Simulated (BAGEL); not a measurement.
# GaHCl2O (SMILES [OH][Ga]([Cl])[Cl]): B3LYP/def2-SVP (density fitting with qzvpp-jkfit)

What is the energy change on altering one bond length of GaHCl2O at B3LYP/def2-SVP (density fitting with qzvpp-jkfit)? 

The results are computed with BAGEL 1.2.2.

### 1 The molecule

GaHCl2O has 5 atoms, charge 0, and is taken as a singlet. SMILES: `[OH][Ga]([Cl])[Cl]`. Geometry: relaxed at PBE0-D4/def2-TZVP.

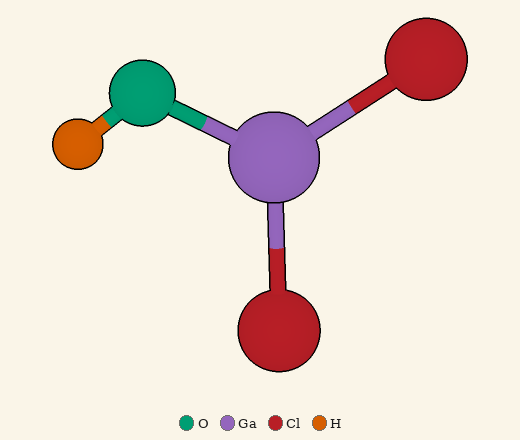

Viewed from a chosen angle; oxygen teal, gallium purple, chlorine red, hydrogen orange.

### 2 A single-point energy at B3LYP/def2-SVP (density fitting with qzvpp-jkfit)

dft.json

```json
{ "bagel": [

{
  "title": "molecule",
  "basis": "svp",
  "df_basis": "qzvpp-jkfit",
  "angstrom": true,
  "geometry": [
    { "atom": "O", "xyz": [    0.254500,    1.354600,    0.245900 ] },
    { "atom": "Ga", "xyz": [    0.118500,   -0.394500,    0.056800 ] },
    { "atom": "Cl", "xyz": [    1.500000,   -1.634900,    1.057700 ] },
    { "atom": "Cl", "xyz": [   -1.407900,   -1.236300,   -1.155800 ] },
    { "atom": "H", "xyz": [   -0.415200,    1.837400,   -0.246000 ] }
  ]
},
{ "title": "ks", "xc_func": "b3lyp" },
{ "title": "print", "file": "orbitals.molden", "orbitals": true }

]}
```

Launch:

```
$ BAGEL_NUM_THREADS=1 BAGEL dft.json > dft.out
```

Log:

```text
* using 1 threads per process

  ===============================================================
  ===============================================================

  *** Geometry ***

  { "atom" : "O", "xyz" : [      0.480935,      2.559823,      0.464684 ] },
  { "atom" : "Ga", "xyz" : [      0.223933,     -0.745497,      0.107336 ] },
  { "atom" : "Cl", "xyz" : [      2.834589,     -3.089513,      1.998763 ] },
  { "atom" : "Cl", "xyz" : [     -2.660545,     -2.336268,     -2.184145 ] },
  { "atom" : "H", "xyz" : [     -0.784614,      3.472183,     -0.464873 ] },

  Number of auxiliary basis functions:      617

  Since a DF basis is specified, we compute 2- and 3-index integrals:
    o Being stored without compression. Storage requirement is 0.037 GB

  Number of basis functions:       87
  Number of electrons      :       74

    * METHOD: MOLECULE                             0.42

  *** Kohn-Sham DFT ***

    * Removing 8263 points whose weight is below 1.00e-10
    * Grid points: 66267

  === Nuclear Repulsion ===
   438.6842562153

       - DIIS with orbital gradients will be used.

  === KS iteration (b3lyp / svp) ===
      0      -2843.63933696          0.13562005           0.49
      1      -2670.18133309          0.21588419           0.44
      2      -2834.97241554          0.10358642           0.44
      3      -2849.30069626          0.14853913           0.44
      4      -2849.05536435          0.15773090           0.44
      5      -2859.10563105          0.20211786           0.44
      6      -2859.36539645          0.20581186           0.44
      7      -2854.88477613          0.14616806           0.45
      8      -2847.43923538          0.11297126           0.45
      9      -2917.14424881          0.07158268           0.45
     10      -2858.69790025          0.15186429           0.45
     11      -2859.32360380          0.14886251           0.45
     12      -2859.31927776          0.14888088           0.46
     13      -2862.51795706          0.14745440           0.45
     14      -2915.93830406          0.07942730           0.45
     15      -2903.18433904          0.11969135           0.45
     16      -2919.04981143          0.05505091           0.43
     17      -2917.92713916          0.06129974           0.43
     18      -2919.86207997          0.03713088           0.44
     19      -2920.21943009          0.02955215           0.45
     20      -2919.22782996          0.05468367           0.45
     21      -2920.69226463          0.00280445           0.44
     22      -2920.69365321          0.00224611           0.44
     23      -2920.69763970          0.00016303           0.44
     24      -2920.69765933          0.00008142           0.44
     25      -2920.69766419          0.00002745           0.43
     26      -2920.69766495          0.00000623           0.43
     27      -2920.69766496          0.00000545           0.43
     28      -2920.69766497          0.00000078           0.42
     29      -2920.69766497          0.00000011           0.42
     30      -2920.69766497          0.00000004           0.42
     31      -2920.69766497          0.00000003           0.42
     32      -2920.69766497          0.00000001           0.43
    * SCF iteration converged.

    * Permanent dipole moment:
           (    0.376268,    -0.392089,     0.270727) a.u.

    * METHOD: KS                                  14.86

    * METHOD: PRINT                                0.02

  ===============================================================
```

Run time: 16 s. Hardware: 1 thread of Arm Neoverse V1, shared host; peak memory 0.35 GiB.

### 3 The distorted shape, same level

job.json

```json
{ "bagel" : [

{
  "title" : "molecule",
  "basis" : "svp",
  "df_basis" : "qzvpp-jkfit",
  "angstrom" : "true",
  "geometry" : [
    { "atom" : "O", "xyz" : [       0.589329,       1.113215,       0.491835 ] },
    { "atom" : "Ga", "xyz" : [       0.453329,      -0.635885,       0.302735 ] },
    { "atom" : "Cl", "xyz" : [       1.834829,      -1.876285,       1.303635 ] },
    { "atom" : "Cl", "xyz" : [      -1.073071,      -1.477685,      -0.909865 ] },
    { "atom" : "H", "xyz" : [      -0.415200,       1.837400,      -0.246000 ] }
  ]
},

{ "title" : "ks", "xc_func" : "b3lyp" },

{ "title" : "print", "file" : "orbitals.molden", "orbitals" : "true" }

]}
```

Launch:

```
$ BAGEL_NUM_THREADS=1 BAGEL job.json > job.out
```

Log:

```text
* using 1 threads per process

  ===============================================================
  ===============================================================

  *** Geometry ***

  { "atom" : "O", "xyz" : [      1.113670,      2.103671,      0.929433 ] },
  { "atom" : "Ga", "xyz" : [      0.856668,     -1.201648,      0.572086 ] },
  { "atom" : "Cl", "xyz" : [      3.467324,     -3.545665,      2.463513 ] },
  { "atom" : "Cl", "xyz" : [     -2.027810,     -2.792420,     -1.719396 ] },
  { "atom" : "H", "xyz" : [     -0.784614,      3.472183,     -0.464873 ] },

  Number of auxiliary basis functions:      617

  Since a DF basis is specified, we compute 2- and 3-index integrals:
    o Being stored without compression. Storage requirement is 0.037 GB

  Number of basis functions:       87
  Number of electrons      :       74

    * METHOD: MOLECULE                             0.41

  *** Kohn-Sham DFT ***

    * Removing 7866 points whose weight is below 1.00e-10
    * Grid points: 66664

  === Nuclear Repulsion ===
   435.9813410252

       - DIIS with orbital gradients will be used.

  === KS iteration (b3lyp / svp) ===
      0      -2844.13619616          0.13372536           0.51
      1      -2671.11864204          0.21156450           0.47
      2      -2836.25647745          0.10088588           0.46
      3      -2850.17327276          0.14712450           0.46
      4      -2859.58191081          0.21489352           0.47
      5      -2865.22431431          0.23614089           0.46
      6      -2866.52146117          0.23807519           0.45
      7      -2851.80112930          0.14843404           0.43
      8      -2845.49918993          0.10751626           0.43
      9      -2876.05165907          0.19080726           0.43
[... 24 lines of this table left out ...]
     34      -2920.61342803          0.00000010           0.46
     35      -2920.61342803          0.00000007           0.46
     36      -2920.61342803          0.00000001           0.46
     37      -2920.61342803          0.00000001           0.46
    * SCF iteration converged.

    * Permanent dipole moment:
           (    0.446241,    -0.496955,     0.319540) a.u.

    * METHOD: KS                                  17.55

    * METHOD: PRINT                                0.02

  ===============================================================
```

It took 18 s on 1 thread of Arm Neoverse V1, shared host; peak memory 0.35 GiB.

### 4 Results

Level: B3LYP/def2-SVP (density fitting with qzvpp-jkfit).

```
                                                         quantity           value
                                        first shape: total energy  -2920.69766 Eh
                                       first shape: dipole moment          1.54 D
                                         first shape: HOMO energy        -8.85 eV
                                         first shape: LUMO energy        -1.64 eV
                                       first shape: HOMO–LUMO gap         7.21 eV
                                    distorted shape: total energy  -2920.61343 Eh
                                   distorted shape: dipole moment          1.88 D
                                     distorted shape: HOMO energy        -8.71 eV
                                     distorted shape: LUMO energy        -2.74 eV
                                   distorted shape: HOMO–LUMO gap         5.97 eV
energy change with the O1–H5 bond stretched from 0.961 to 1.442 Å        2.292 eV
```

What this shows: With the O1–H5 bond stretched from 0.961 to 1.442 Å the energy rises by 2.29 eV (53 kcal/mol). The first shape isn't relaxed at this level, so the change isn't measured from a minimum.
